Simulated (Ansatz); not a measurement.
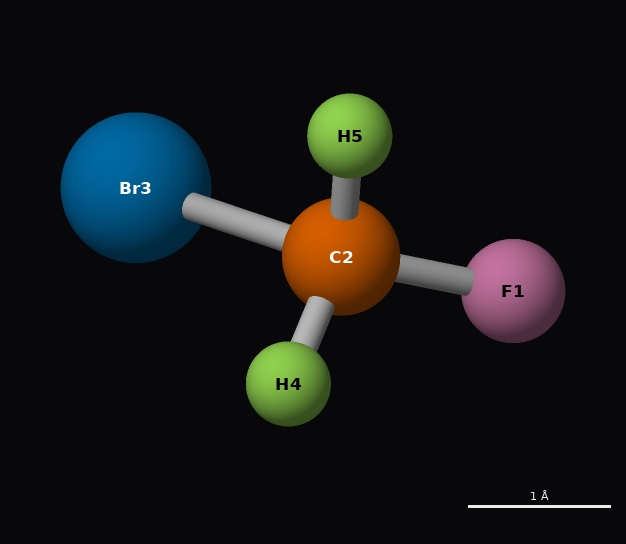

Figure made from data computed with Ansatz.

Atoms carry their numbers in the input. Geometry: moved along internal coordinates away from the minimum.

Which atoms are bonded, and how long are the bonds?

```csv
bond,length (Å),order
F1–C2,1.352,single
C2–Br3,1.935,single
C2–H4,1.088,single
C2–H5,1.088,single
```
